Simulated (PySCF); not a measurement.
## Geometry relaxation, with input and output: C3H6O2Si

- system: C3H6O2Si, SMILES C1=CO[SiH2]OC1
- method: PBE0-D3(BJ)/def2-SVP geometry optimisation, gas phase (PySCF 2.14.0)

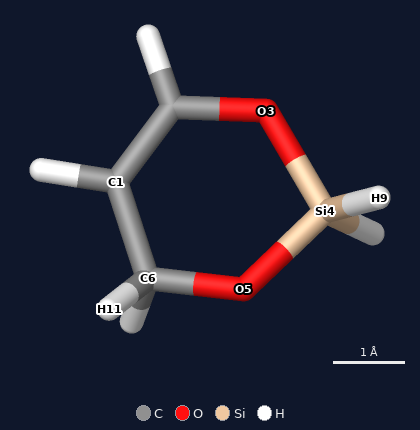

**Figure 1.** The structure as given in the input (stick view, seen at a tilt; atoms are numbered from 1 in the order of the input).

## Key numbers

```tsv
quantity	value
outcome	converged
total energy	−557.202272 hartree
dipole moment	1.05 D
point group	C1
hardware	1 CPU thread, shared host
wall time	89 s
peak memory	0.52 GiB
```

## Input file
```
{"job": {"xc": "PBE0", "basis": "def2-SVP", "d3": "d3bj", "grid": 1, "shake": 0.01, "kind": "geom"}, "charge": 0, "multiplicity": 1}
C     -1.260270    -0.227850    -0.152970
C     -0.990620     1.077020    -0.025060
O      0.237160     1.585540     0.116760
Si     1.599360     0.599930     0.241720
O      1.018110    -0.938940     0.241670
C     -0.274340    -1.303120    -0.155360
H     -2.296100    -0.511230    -0.276900
H     -1.729680     1.857940    -0.027080
H      2.169790     0.815600     1.566040
H      2.371900     0.867010    -0.926290
H     -0.608630    -2.102980     0.541190
H     -0.196980    -1.747180    -1.152760
```

The first line tells a small driver script what to run in PySCF; the rest is the geometry in Å.

Command:
```bash
OMP_NUM_THREADS=1 python <driver script> task.json out
```

## Output
```
step   0  E = -557.19575571  max force = 0.028282
step   1  E = -557.20168852  max force = 0.004955
step   2  E = -557.20190911  max force = 0.002020
step   3  E = -557.20191140  max force = 0.002544
step   4  E = -557.20197566  max force = 0.000504
step   5  E = -557.20199226  max force = 0.000596
step   6  E = -557.20202524  max force = 0.000845
step   7  E = -557.20207083  max force = 0.001083
step   8  E = -557.20213252  max force = 0.000946
step   9  E = -557.20220768  max force = 0.000451
step  10  E = -557.20226639  max force = 0.000414
step  11  E = -557.20227249  max force = 0.000202
optimisation converged
```

## Trajectory as extended XYZ (Å, eV, eV/Å), 12 frames, from step=0 to step=11
```
12
Properties=species:S:1:pos:R:3:forces:R:3 step=0 energy=-15162.06880
C    -1.2603   -0.2278   -0.1530   -0.7508   1.0750  -0.0165
C    -0.9906    1.0770   -0.0251    0.1673  -0.6266  -0.0412
O     0.2372    1.5855    0.1168    0.8795   0.4987   0.1112
Si    1.5994    0.5999    0.2417   -1.4543  -0.2778   0.6459
O     1.0181   -0.9389    0.2417    0.3707  -0.0109   0.1726
C    -0.2743   -1.3031   -0.1554    0.5041  -1.0605   0.4204
H    -2.2961   -0.5112   -0.2769   -0.4196  -0.1281  -0.0421
H    -1.7297    1.8579   -0.0271   -0.7347   0.3017  -0.0257
H     2.1698    0.8156    1.5660    0.5792   0.2451   0.2672
H     2.3719    0.8670   -0.9263    0.9969   0.3108  -0.8288
H    -0.6086   -2.1030    0.5412    0.0195   0.0224  -0.2644
H    -0.1970   -1.7472   -1.1528   -0.1579  -0.3496  -0.3985
12
Properties=species:S:1:pos:R:3:forces:R:3 step=1 energy=-15162.23024
C    -1.8381   -0.4710   -0.0905    0.1720  -0.2427   0.0012
C    -1.5497    0.8257    0.0610   -0.0366   0.2230  -0.0033
O    -0.3090    1.3567    0.2174   -0.1649  -0.0302   0.0241
Si    1.0396    0.3590    0.3024    0.2149   0.1058  -0.2548
O     0.4693   -1.1877    0.3020   -0.0671  -0.0990   0.0361
C    -0.8253   -1.5841   -0.1003   -0.0679   0.1962  -0.0908
H    -2.8852   -0.7550   -0.2174   -0.0103   0.0276  -0.0009
H    -2.3369    1.5903    0.0645    0.0947  -0.0595   0.0094
H     1.8015    0.6401    1.5384   -0.0443  -0.0438   0.1637
H     1.9196    0.6552   -0.8691   -0.1349  -0.0588   0.0134
H    -1.1587   -2.3904    0.5740    0.0145  -0.0366   0.0566
H    -0.7744   -2.0351   -1.1127    0.0299   0.0180   0.0452
12
Properties=species:S:1:pos:R:3:forces:R:3 step=2 energy=-15162.23624
C    -1.8291   -0.4715   -0.0919   -0.0726  -0.0725  -0.0123
C    -1.5537    0.8296    0.0607    0.1009  -0.0493  -0.0010
O    -0.3145    1.3583    0.2193   -0.0277   0.0489   0.0252
Si    1.0385    0.3624    0.2955    0.1039   0.0707  -0.0356
O     0.4721   -1.1863    0.3027    0.0232  -0.0456   0.0439
C    -0.8200   -1.5817   -0.0998   -0.0146   0.0877  -0.0183
H    -2.8758   -0.7565   -0.2197   -0.0149   0.0043  -0.0037
H    -2.3399    1.5907    0.0678    0.0070  -0.0076  -0.0017
H     1.7879    0.6303    1.5490   -0.0387  -0.0145   0.0139
H     1.9012    0.6512   -0.8841   -0.0516  -0.0107  -0.0110
H    -1.1504   -2.3874    0.5796   -0.0064  -0.0025   0.0006
H    -0.7637   -2.0353   -1.1093   -0.0086  -0.0087  -0.0001
12
Properties=species:S:1:pos:R:3:forces:R:3 step=3 energy=-15162.23630
C    -1.8337   -0.4788   -0.0948    0.1308   0.0922   0.0218
C    -1.5485    0.8206    0.0617   -0.1161   0.0385  -0.0081
O    -0.3164    1.3610    0.2248    0.0206  -0.0362   0.0121
Si    1.0414    0.3706    0.2921    0.0055  -0.0316   0.0734
O     0.4746   -1.1796    0.3064   -0.0090   0.0145   0.0238
C    -0.8165   -1.5775   -0.0986   -0.0094  -0.1217   0.0057
H    -2.8812   -0.7614   -0.2254    0.0236   0.0081   0.0020
H    -2.3334    1.5807    0.0700   -0.0627   0.0300  -0.0077
H     1.7815    0.6311    1.5548   -0.0037   0.0084  -0.0608
H     1.8840    0.6557   -0.8985    0.0205   0.0166  -0.0218
H    -1.1438   -2.3838    0.5830    0.0069   0.0013  -0.0232
H    -0.7552   -2.0347   -1.1056   -0.0071  -0.0200  -0.0172
12
Properties=species:S:1:pos:R:3:forces:R:3 step=4 energy=-15162.23805
C    -1.8279   -0.4772   -0.0944   -0.0075   0.0178   0.0007
C    -1.5525    0.8237    0.0633    0.0029  -0.0083  -0.0111
O    -0.3186    1.3608    0.2282   -0.0004   0.0071   0.0259
Si    1.0396    0.3701    0.2937   -0.0106  -0.0079   0.0018
O     0.4761   -1.1817    0.3091   -0.0023  -0.0048   0.0245
C    -0.8145   -1.5808   -0.0980    0.0095  -0.0108  -0.0080
H    -2.8744   -0.7615   -0.2275    0.0013  -0.0027  -0.0012
H    -2.3414    1.5816    0.0691   -0.0100   0.0021  -0.0024
H     1.7848    0.6353    1.5495    0.0061   0.0042  -0.0147
H     1.8801    0.6580   -0.8993    0.0043   0.0044  -0.0101
H    -1.1448   -2.3868    0.5816    0.0070   0.0011  -0.0023
H    -0.7539   -2.0379   -1.1057   -0.0003  -0.0023  -0.0029
12
Properties=species:S:1:pos:R:3:forces:R:3 step=5 energy=-15162.23850
C    -1.8263   -0.4791   -0.0957   -0.0183   0.0012  -0.0002
C    -1.5552    0.8223    0.0652    0.0114  -0.0114  -0.0130
O    -0.3228    1.3615    0.2349   -0.0014   0.0073   0.0307
Si    1.0376    0.3728    0.2940   -0.0118  -0.0032  -0.0188
O     0.4776   -1.1803    0.3135   -0.0005   0.0014   0.0261
C    -0.8113   -1.5816   -0.0969    0.0088   0.0026  -0.0147
H    -2.8718   -0.7652   -0.2327   -0.0004  -0.0043  -0.0016
H    -2.3465    1.5781    0.0694    0.0019  -0.0025  -0.0016
H     1.7895    0.6408    1.5446    0.0087   0.0045  -0.0043
H     1.8711    0.6619   -0.9044   -0.0001   0.0015  -0.0042
H    -1.1416   -2.3881    0.5820    0.0031   0.0010   0.0016
H    -0.7476   -2.0392   -1.1043   -0.0015   0.0021   0.0001
12
Properties=species:S:1:pos:R:3:forces:R:3 step=6 energy=-15162.23940
C    -1.8239   -0.4844   -0.0982   -0.0153  -0.0186   0.0005
C    -1.5608    0.8178    0.0692    0.0118  -0.0047  -0.0146
O    -0.3323    1.3628    0.2492   -0.0033  -0.0012   0.0351
Si    1.0333    0.3799    0.2941   -0.0042   0.0054  -0.0435
O     0.4812   -1.1763    0.3222   -0.0040   0.0097   0.0258
C    -0.8040   -1.5832   -0.0946    0.0058   0.0152  -0.0210
H    -2.8669   -0.7753   -0.2433   -0.0026  -0.0044  -0.0024
H    -2.3570    1.5690    0.0705    0.0144  -0.0072  -0.0007
H     1.7988    0.6537    1.5342    0.0090   0.0040   0.0080
H     1.8520    0.6716   -0.9147   -0.0090  -0.0031   0.0038
H    -1.1337   -2.3908    0.5828   -0.0010  -0.0009   0.0058
H    -0.7339   -2.0410   -1.1017   -0.0017   0.0060   0.0032
12
Properties=species:S:1:pos:R:3:forces:R:3 step=7 energy=-15162.24064
C    -1.8207   -0.4928   -0.1017   -0.0066  -0.0299   0.0024
C    -1.5690    0.8104    0.0750    0.0062   0.0006  -0.0162
O    -0.3464    1.3640    0.2692   -0.0027  -0.0088   0.0368
Si    1.0269    0.3908    0.2936    0.0057   0.0125  -0.0557
O     0.4866   -1.1695    0.3339   -0.0098   0.0144   0.0235
C    -0.7931   -1.5850   -0.0918    0.0024   0.0200  -0.0231
H    -2.8601   -0.7909   -0.2576   -0.0025  -0.0028  -0.0031
H    -2.3714    1.5552    0.0728    0.0196  -0.0081   0.0000
H     1.8105    0.6728    1.5198    0.0078   0.0033   0.0150
H     1.8245    0.6861   -0.9292   -0.0156  -0.0066   0.0084
H    -1.1214   -2.3946    0.5839   -0.0027  -0.0020   0.0071
H    -0.7138   -2.0428   -1.0983   -0.0018   0.0076   0.0050
12
Properties=species:S:1:pos:R:3:forces:R:3 step=8 energy=-15162.24232
C    -1.8160   -0.5056   -0.1061    0.0061  -0.0269   0.0054
C    -1.5802    0.7989    0.0833   -0.0032   0.0051  -0.0163
O    -0.3666    1.3649    0.2972   -0.0008  -0.0123   0.0326
Si    1.0178    0.4070    0.2923    0.0149   0.0153  -0.0487
O     0.4944   -1.1588    0.3492   -0.0146   0.0125   0.0189
C    -0.7773   -1.5872   -0.0882    0.0006   0.0142  -0.0187
H    -2.8502   -0.8139   -0.2770   -0.0016  -0.0001  -0.0035
H    -2.3906    1.5348    0.0767    0.0151  -0.0052   0.0000
H     1.8248    0.7007    1.5002    0.0044   0.0021   0.0133
H     1.7848    0.7070   -0.9491   -0.0174  -0.0077   0.0077
H    -1.1028   -2.3998    0.5852   -0.0020  -0.0026   0.0054
H    -0.6854   -2.0442   -1.0940   -0.0016   0.0056   0.0039
12
Properties=species:S:1:pos:R:3:forces:R:3 step=9 energy=-15162.24436
C    -1.8080   -0.5237   -0.1124    0.0023  -0.0092   0.0065
C    -1.5959    0.7824    0.0954   -0.0014  -0.0026  -0.0134
O    -0.3952    1.3644    0.3385    0.0019  -0.0016   0.0210
Si    1.0043    0.4301    0.2900    0.0084   0.0088  -0.0232
O     0.5054   -1.1430    0.3716   -0.0102   0.0020   0.0118
C    -0.7541   -1.5900   -0.0828    0.0043   0.0062  -0.0090
H    -2.8340   -0.8457   -0.3059   -0.0013   0.0007  -0.0035
H    -2.4171    1.5058    0.0825    0.0064  -0.0020  -0.0008
H     1.8435    0.7413    1.4713    0.0024   0.0021   0.0045
H     1.7235    0.7347   -0.9783   -0.0107  -0.0056   0.0018
H    -1.0759   -2.4072    0.5871   -0.0002  -0.0010   0.0029
H    -0.6438   -2.0454   -1.0873   -0.0019   0.0022   0.0014
12
Properties=species:S:1:pos:R:3:forces:R:3 step=10 energy=-15162.24596
C    -1.7951   -0.5464   -0.1207   -0.0110   0.0050   0.0041
C    -1.6154    0.7608    0.1120    0.0083  -0.0186  -0.0059
O    -0.4329    1.3617    0.3963    0.0040   0.0213   0.0029
Si    0.9843    0.4599    0.2865   -0.0042   0.0013   0.0054
O     0.5193   -1.1220    0.4052    0.0086  -0.0140  -0.0009
C    -0.7224   -1.5935   -0.0735    0.0019   0.0052   0.0015
H    -2.8089   -0.8852   -0.3473   -0.0013  -0.0003  -0.0028
H    -2.4505    1.4676    0.0889    0.0007  -0.0005  -0.0021
H     1.8683    0.7982    1.4264    0.0012   0.0026  -0.0018
H     1.6325    0.7658   -1.0189   -0.0039  -0.0038  -0.0035
H    -1.0400   -2.4167    0.5909   -0.0022   0.0017   0.0022
H    -0.5865   -2.0463   -1.0761   -0.0023   0.0003   0.0008
12
Properties=species:S:1:pos:R:3:forces:R:3 step=11 energy=-15162.24613
C    -1.7930   -0.5491   -0.1209   -0.0054   0.0023   0.0024
C    -1.6170    0.7582    0.1140    0.0007  -0.0059  -0.0042
O    -0.4372    1.3621    0.4040    0.0033   0.0104   0.0027
Si    0.9814    0.4634    0.2853   -0.0031  -0.0018   0.0036
O     0.5213   -1.1198    0.4112    0.0070  -0.0076  -0.0001
C    -0.7184   -1.5940   -0.0703    0.0000   0.0022   0.0014
H    -2.8051   -0.8895   -0.3530   -0.0002   0.0002  -0.0009
H    -2.4537    1.4629    0.0881   -0.0005   0.0006  -0.0019
H     1.8735    0.8073    1.4169    0.0001   0.0012  -0.0028
H     1.6164    0.7665   -1.0272    0.0002  -0.0023  -0.0037
H    -1.0361   -2.4174    0.5939   -0.0008   0.0020   0.0023
H    -0.5795   -2.0471   -1.0723   -0.0014  -0.0014   0.0014
```

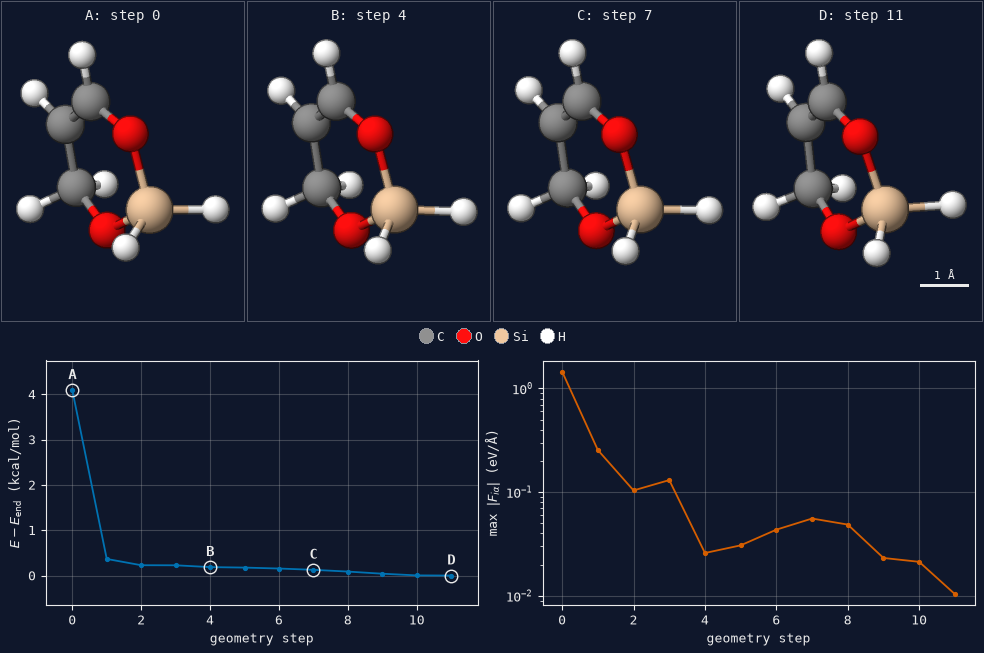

**Figure 2.** Frames of the relaxation (ball-and-stick view, seen at a tilt) above the curves, on which the letters mark them (steps are counted from 0).

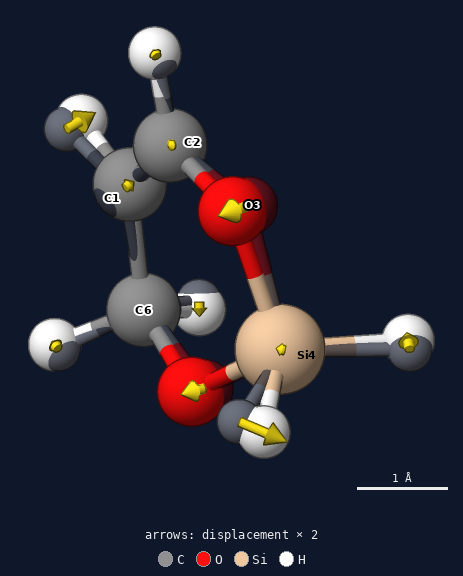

**Figure 3.** Start (faint) and end (solid) with the displacements as yellow arrows, magnified 2 times (ball-and-stick view, seen at a tilt). The two geometries are laid on each other by the best rigid fit. After 11 geometry steps the energy has fallen by 4.09 kcal/mol. Largest force component: 1.5 eV/Å at the start, 0.01 eV/Å at the end. The atom that moves furthest after the best rigid fit is H9 (0.30 Å). By element the largest moves are H 0.30 Å, O 0.23 Å, C 0.07 Å, Si 0.06 Å. Distances before and after: Si4–H10 1.426 → 1.489 Å, C1–C6 1.459 → 1.500 Å, Si4–H9 1.458 → 1.482 Å, C2–O3 1.336 → 1.357 Å. Among the angles that change: H9–Si4–H10 120.3° → 111.7°, O5–Si4–H9 106.1° → 109.4°, C2–O3–Si4 121.8° → 118.7°. (Atoms are counted from 1 in the order of the input.)
